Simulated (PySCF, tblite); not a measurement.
**C5H5OS radical: geometry, infrared bands and EPR parameters**

Wanted: the infrared bands and EPR parameters of C5H5OS radical (`SCc1c[c]co1`), by calculation.

Programs: tblite 0.8.0 and PySCF 2.14.0, with density-fitted response routines of our own. Each step states its level of theory. These are calculated values for one molecule in the gas phase, unless marked as measured. Atoms are numbered from 0 throughout.

**1. The starting structure**

12 atoms, charge 0, multiplicity 2; geometry from: force field or distance geometry start.

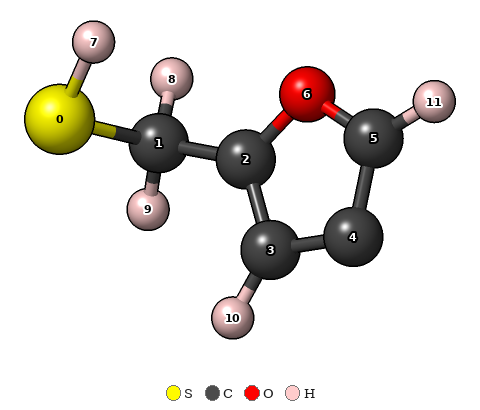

As it starts; sulfur yellow, carbon dark grey, oxygen red, hydrogen pink, atoms numbered.

**2. Optimising the geometry with GFN2-xTB**

What the job is given:

```
{"job": {"kind": "relax", "xc": "GFN2-xTB", "basis": "xTB"}, "charge": 0, "multiplicity": 2}
S     -2.321400     0.208200     0.942300
C     -1.398600    -0.507400    -0.451400
C      0.031800    -0.125000    -0.224100
C      0.894700    -0.914600     0.507200
C      2.106500    -0.249300     0.506700
C      1.891600     0.902300    -0.244700
O      0.634900     0.942900    -0.662600
H     -1.968500     1.589000     0.933200
H     -1.738700    -0.050900    -1.395600
H     -1.438200    -1.606800    -0.470700
H      0.674500    -1.862500     0.996700
H      2.632500     1.673400    -0.463000
```

Started as:

```
OMP_NUM_THREADS=1 python probes_run.py task.json out
```

The driver reads the jobs from task.json and runs them one after another.

The log of the run:

```text
step      E/eV     max force
  0    -555.63946    2.642
  1    -555.87767    1.185
  2    -555.93327    0.796
  3    -555.99468    0.859
  4    -556.02086    0.726
  5    -556.05288    0.321
  6    -556.05991    0.251
  7    -556.06741    0.196
  8    -556.07158    0.194
  9    -556.07560    0.165
 10    -556.07852    0.150
 11    -556.08193    0.169
 12    -556.08565    0.212
 13    -556.08946    0.197
 14    -556.09266    0.150
 15    -556.09489    0.117
 16    -556.09630    0.102
 17    -556.09739    0.101
 18    -556.09821    0.074
 19    -556.09876    0.072
 20    -556.09910    0.045
 21    -556.09927    0.036
 22    -556.09936    0.022
 23    -556.09940    0.014
 24    -556.09942    0.013
 25    -556.09944    0.014
 26    -556.09946    0.015
 27    -556.09948    0.015
 28    -556.09950    0.016
 29    -556.09952    0.014
 30    -556.09954    0.014
 31    -556.09957    0.016
 32    -556.09960    0.017
 33    -556.09964    0.022
 34    -556.09968    0.023
 35    -556.09974    0.022
 36    -556.09980    0.022
 37    -556.09986    0.017
 38    -556.09988    0.011
 39    -556.09990    0.008
```

Wall time 0.16 s (1 thread of Arm Neoverse V2, shared host).

Step by step: (not every step is listed)

```
step  energy from step 0 (eV)  largest force (eV/Å)
   0                   0.0000                2.6421
   1                  -0.2382                1.1854
   2                  -0.2938                0.7957
   3                  -0.3552                0.8591
   4                  -0.3814                0.7257
   5                  -0.4134                0.3205
   6                  -0.4204                0.2515
   7                  -0.4280                0.1965
   8                  -0.4321                0.1944
  10                  -0.4391                0.1502
  12                  -0.4462                0.2118
  14                  -0.4532                0.1498
  16                  -0.4568                0.1025
  18                  -0.4588                0.0738
  20                  -0.4596                0.0450
  22                  -0.4599                0.0223
  24                  -0.4600                0.0129
  26                  -0.4600                0.0153
  28                  -0.4600                0.0157
  30                  -0.4601                0.0142
  32                  -0.4601                0.0175
  34                  -0.4602                0.0226
  35                  -0.4603                0.0222
  36                  -0.4603                0.0215
  37                  -0.4604                0.0168
  38                  -0.4604                0.0110
  39                  -0.4604                0.0084
```

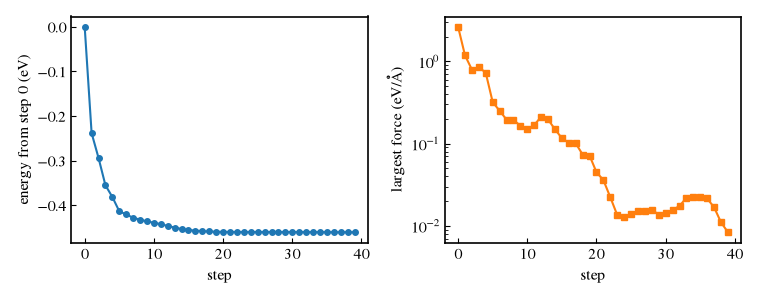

Energy and force, step by step.

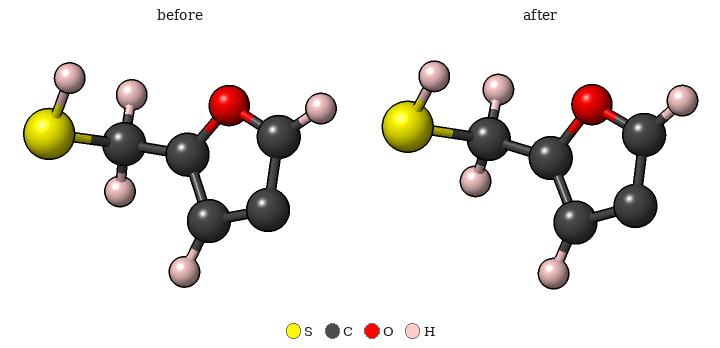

Before and after, at one scale.

Distances of close pairs at the start and the end, largest changes first:

```
  bond  before (Å)  after (Å)  change (Å)
 S0–H7       1.425      1.331      -0.094
 C2–O6       1.302      1.357      +0.054
 C4–C5       1.392      1.350      -0.042
 C5–O6       1.325      1.355      +0.030
 S0–C1       1.818      1.845      +0.027
C5–H11       1.091      1.070      -0.022
 C3–C4       1.382      1.404      +0.021
 C1–C2       1.498      1.477      -0.021
```

The end geometry stands in the next job.

**3. Infrared spectrum with GFN2-xTB**

What the job is given:

```
{"job": {"kind": "ir", "xc": "GFN2-xTB", "basis": "xTB"}, "charge": 0, "multiplicity": 2}
S     -2.450570     0.235258     0.908392
C     -1.375005    -0.442288    -0.428856
C      0.059974    -0.223417    -0.154309
C      0.970677    -0.974592     0.540762
C      2.160859    -0.233778     0.468334
C      1.930560     0.895195    -0.235571
O      0.632396     0.913122    -0.624878
H     -1.999763     1.484999     0.825793
H     -1.666366     0.044396    -1.359292
H     -1.613562    -1.502994    -0.462989
H      0.802463    -1.914725     1.021574
H      2.549535     1.718138    -0.524987
```

The log of the run:

```text
mode    cm-1     km/mol
  1      42.0      1.65
  2     116.3      0.47
  3     207.6     36.39
  4     310.2      6.07
  5     317.1      5.20
  6     533.2      5.57
  7     593.7      3.75
  8     657.5      1.15
  9     704.4      5.28
 10     745.3     12.89
 11     758.7      7.22
 12     813.2      3.48
 13     822.4     25.03
 14     917.2      1.92
 15     949.7     29.31
 16    1066.0      8.21
 17    1082.0     17.73
 18    1120.1      1.58
 19    1155.6     26.68
 20    1212.9      6.11
 21    1249.1     15.60
 22    1342.3     23.23
 23    1405.1      2.31
 24    1463.0     18.29
 25    1546.0      3.05
 26    2441.2    120.75
 27    2987.7      2.67
 28    3026.8      2.03
 29    3192.3      2.83
 30    3197.8      3.46
```

Run time: 0.25 s. Hardware: 1 thread of Arm Neoverse V2, shared host.

Which atoms move in the most intense modes:

```
cm⁻¹  km/mol                                atoms
 208    36.4                              H7 86 %
 822    25.0            C4 36 %, C5 29 %, C3 16 %
 950    29.3  O6 31 %, C3 23 %, H11 11 %, C1 11 %
1082    17.7  H11 30 %, O6 20 %, H8 14 %, C5 14 %
1156    26.7           H11 34 %, C5 25 %, O6 19 %
1342    23.2            C3 35 %, C4 27 %, C2 16 %
1463    18.3            C5 33 %, C4 27 %, C2 26 %
2441   120.8                              H7 97 %
```

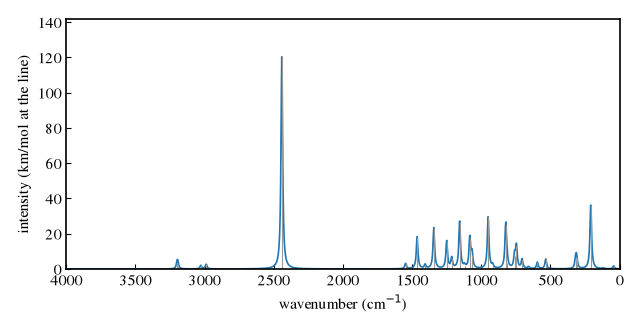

The infrared spectrum from these modes, unscaled. Lines are broadened to a width of 14 cm⁻¹ (Lorentzian).

**4. EPR parameters: B3LYP/pcH-1**

Same as in step 3 but for these lines:

```diff
@@ -1,2 +1,2 @@
-{"job": {"kind": "ir", "xc": "GFN2-xTB", "basis": "xTB"}, "charge": 0, "multiplicity": 2}
+{"job": {"kind": "epr", "basis": "pcH-1"}, "charge": 0, "multiplicity": 2}
 S     -2.450570     0.235258     0.908392
```

Method: UKS B3LYP, pcH-1 on C H O S, non-relativistic, mean-field spin-orbit, GIAO.

The log of the run:

```text
UKS, coarse grid
  cycle   1  E = -666.71845852  |g| = 4.46e-01
  cycle   2  E = -666.52939918  |g| = 7.93e-01
  cycle   3  E = -666.83687255  |g| = 1.20e-01
  cycle   4  E = -666.84058514  |g| = 1.14e-01
  cycle   5  E = -666.84815122  |g| = 3.59e-02
  cycle   6  E = -666.84961625  |g| = 1.96e-02
  cycle   7  E = -666.85024550  |g| = 1.04e-02
  cycle   8  E = -666.85050268  |g| = 6.45e-03
  cycle   9  E = -666.85063731  |g| = 2.97e-03
  cycle  10  E = -666.85066502  |g| = 1.53e-03
  cycle  11  E = -666.85066758  |g| = 5.87e-04
UKS, final grid
  cycle   1  E = -666.85064581  |g| = 7.51e-04
  cycle   2  E = -666.85064550  |g| = 1.16e-03
  cycle   3  E = -666.85064617  |g| = 1.69e-04
  cycle   4  E = -666.85064619  |g| = 9.36e-05
  cycle   5  E = -666.85064622  |g| = 5.79e-05
  cycle   6  E = -666.85064622  |g| = 1.23e-05
E = -666.85064622 Eh   <S^2> = 0.7569 (exact 0.7500)
g shifts (ppm)      1          2          3
  rmc          -171       -171       -171
  gc             37         11        -17
  oz_so       -1015         70        358
  total       -1149        -90        170
hyperfine (MHz)  atom isotope    a_iso     a_fc   dipolar eigenvalues
    0   33S       0.26       0.26     -0.45     -0.31      0.76
    1   13C       1.68       1.68     -1.17     -0.96      2.12
    2   13C      51.61      51.62     -4.31     -1.42      5.73
    3   13C      31.28      31.28    -10.88     -3.46     14.34
    4   13C     519.71     519.88    -76.89    -60.27    137.15
    5   13C      76.71      76.71    -17.16     -0.49     17.65
    6   17O     -11.86     -11.87    -19.33      7.70     11.63
    7    1H      -0.18      -0.18     -0.82     -0.76      1.58
    8    1H       7.88       7.88     -1.41     -0.55      1.96
    9    1H       2.22       2.21     -1.43     -1.08      2.51
   10    1H      20.26      20.26     -6.37     -5.26     11.62
   11    1H       9.08       9.09     -5.84     -4.15      9.98
```

Wall time 46 s (1 thread of Arm Neoverse V2, shared host); peak memory 0.91 GiB.

Principal g values 2.00117, 2.00223, 2.00249; g(iso) = 2.00196, against 2.00232 for a free electron.

Mean a(iso) over the nuclei that a row names, and the largest dipolar term of the row (other rows stand at the frozen geometry):

```
nuclei  isotope  a(iso) (MHz)  a(iso) (G, at g = 2.0023)  largest dipolar term (MHz)
    C4      13C         519.7                      185.4                       137.2
    C5      13C          76.7                       27.4                        17.7
    C2      13C          51.6                       18.4                         5.7
    C3      13C          31.3                       11.2                        14.3
   H10       1H          20.3                        7.2                        11.6
    O6      17O         -11.9                       -4.2                       -19.3
   H11       1H           9.1                        3.2                        10.0
H8, H9       1H           5.0                        1.8                         2.5
    C1      13C           1.7                        0.6                         2.1
    S0      33S           0.3                        0.1                         0.8
    H7       1H          -0.2                       -0.1                         1.6
```

Mulliken spin populations:

```
atom  value (e)
  S0       0.00
  C1       0.00
  C2       0.05
  C3      -0.04
  C4       1.02
  C5      -0.08
  O6       0.03
  H7       0.00
  H8       0.00
  H9       0.00
 H10       0.01
 H11       0.00
```

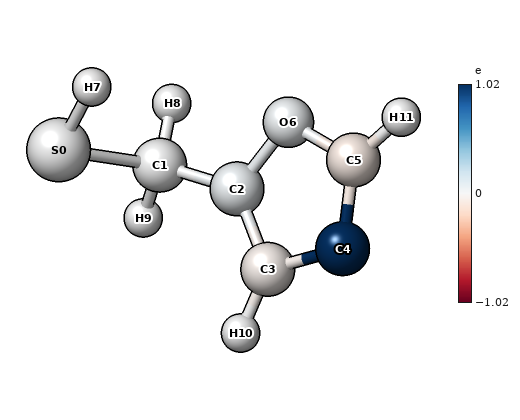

Mulliken spin populations, as colours on the atoms.

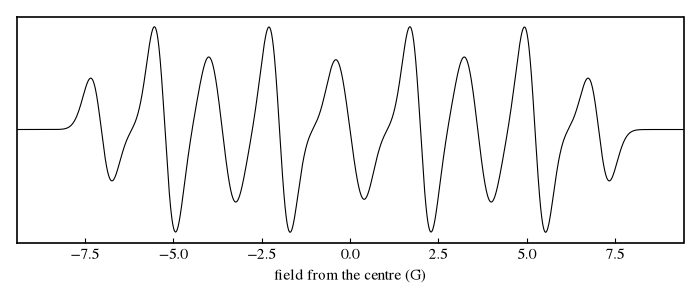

First-order isotropic spectrum (first derivative, main isotopes with spin only, couplings over 0.8 MHz, Gaussian width 0.3 G; couplings of the frozen geometry, rotation of groups not averaged beyond the rows shown).

Orbitals, density, ELF and potential are computed afterwards from the orbital file.

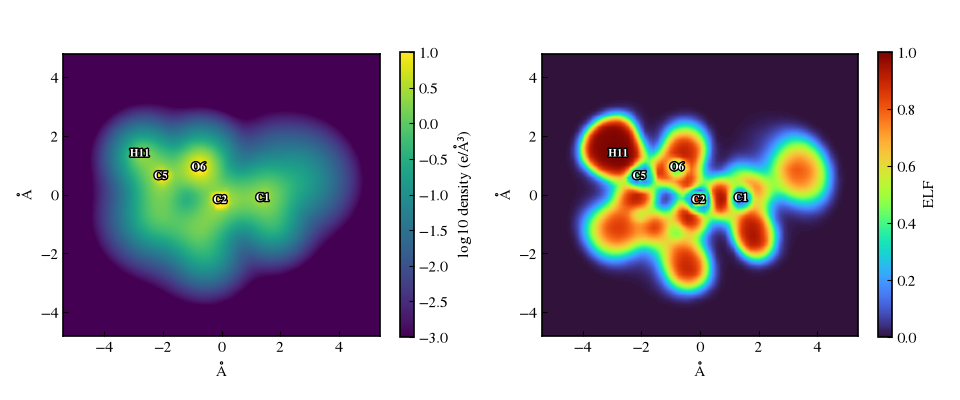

Density (left) and ELF (right) in a plane through or near 5 of the atoms.

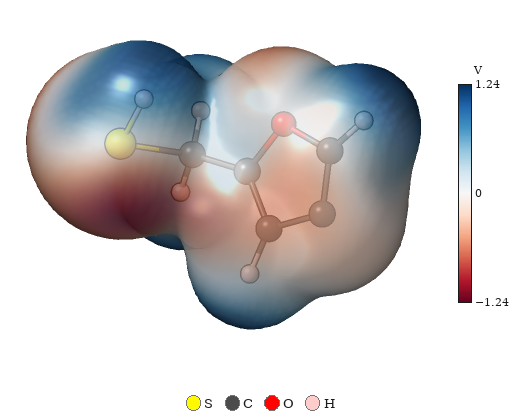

Electrostatic potential on the surface of density 0.002 e/bohr³; red is low, blue high. It runs from -0.95 V near S0 to 1.24 V near H11.

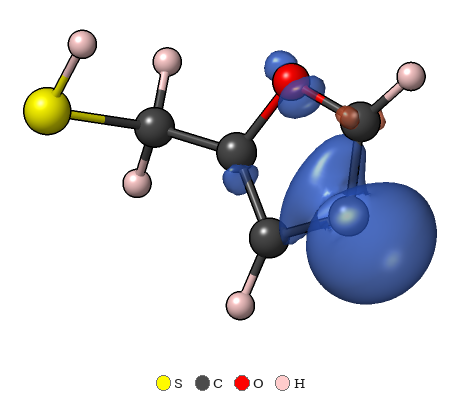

Spin density at ±0.05 e/Å³ (alpha excess blue, beta excess red).

**5. Outcome**

```
                                                                  quantity                  value
                                 strongest single infrared mode (GFN2-xTB)  2441 cm⁻¹, 121 km/mol
                                              zero-point energy (GFN2-xTB)          51.4 kcal/mol
                                                            g(iso) (B3LYP)                2.00196
                                                                      ⟨S²⟩     0.757 (exact 0.75)
                                        largest a(iso) (averaged by class)   13C on C4, 519.7 MHz
potential on the surface of density 0.002 e/bohr³, 1st and 99th percentile     -0.95 V and 1.24 V
```

In words: Over 39 steps the energy fell by 0.460 eV; of the close pairs, S0–H7 changed most, 1.425 to 1.331 Å. No mode is imaginary among the 30: a minimum at this level. The strongest single mode, at 2441 cm⁻¹, moves mainly H7. Unscaled tight-binding wavenumbers are off by several per cent, some by more. Its intensities can rank the bands wrongly. Most of the unpaired spin sits on C4 (1.02 e). The isotropic g lies 0.4 ppt below the free-electron value. These values are for one conformer; the search (at its own cheap level) found 2 more, at 0.53, 0.54 kcal/mol, and measured spectra average over such forms.
